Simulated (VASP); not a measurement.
```
PbO
1.0
    4.03216     0.00000     0.00000
    0.00000     4.03216     0.00000
    0.00000     0.00000     5.04373
Pb O
2 2
Direct
  0.50000   0.00000   0.76402
  0.00000   0.50000   0.23598
  0.50000   0.50000   0.00000
  0.00000   0.00000   0.00000
```

Calculation: rev-vdW-DF2, VASP's PBE PAW potentials (set 64) (plane waves; VASP). Settings: 520 eV cut-off, 6×6×5 Γ-centred mesh, tetrahedra with Blöchl corrections, potentials Pb_d O.

Unless said otherwise, spin-orbit coupling is left out, though it shifts the bands of the heavy elements here.

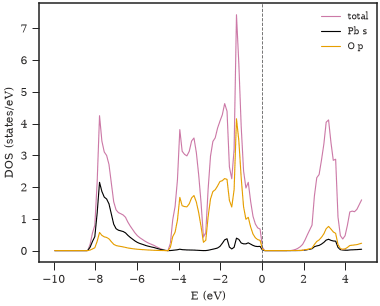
Figure. Total and projected density of states, zero at the valence-band maximum

Within 2 eV below the valence-band maximum the largest weight inside VASP's projection spheres is O p.

The gap is indirect, 1.33 eV, from the valence maximum at Γ to the conduction minimum at M.

The compound is PbO in the litharge structure. It was relaxed first.
